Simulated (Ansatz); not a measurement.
## Exact exchange and the electronic atomisation energy of C3H4O (methylketene)

C3H4O has 8 atoms, charge 0, and is taken as a singlet. SMILES: `CC=C=O`. The shape is that of a PBE0-D4/def2-TZVP optimisation.

The electronic atomisation energy y, in eV, basis cc-pVDZ; a is the functional's share of exact exchange. Programs: Ansatz 0.2.0.

| functional | program | a | y (eV) |
| --- | --- | --- | --- |
| PBE | Ansatz | 0 | 36.74 |
| revPBE | Ansatz | 0 | 35.46 |
| B3LYP | Ansatz | 0.2 | 35.26 |
| PBE0 | Ansatz | 0.25 | ? |
| r2SCAN0 | Ansatz | 0.25 | 34.84 |
| BHLYP | Ansatz | 0.5 | 33.84 |

Fit y = c + s·a to the known rows and predict PBE0.


1. Means of the 5 rows: a = 0.1900, y = 35.228.
2. Σ(Δa)² = 0.172, Σ(Δa·Δy) = -0.7846, so the slope is -0.7846/0.172 = -4.5616.
3. Intercept: 35.228 − (-4.5616) × 0.1900 = 36.095. The largest residual of the fit is 0.65.
4. PBE0: 36.095 + (-4.5616) × 0.25 = 34.95 eV.

The run gave 35.70 eV, so the prediction is off by -0.75 eV, about the scatter of the fit. The rows mix families of semi-local functionals, which the line can't see.

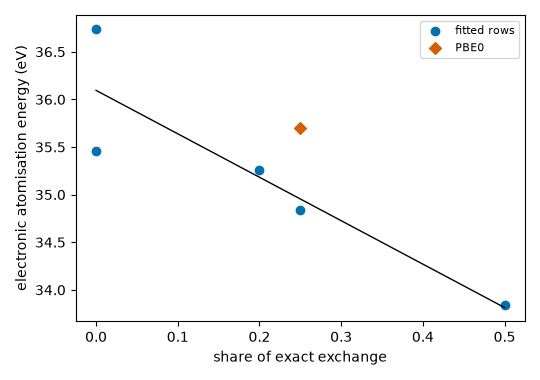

The fitted line, with the withheld row.
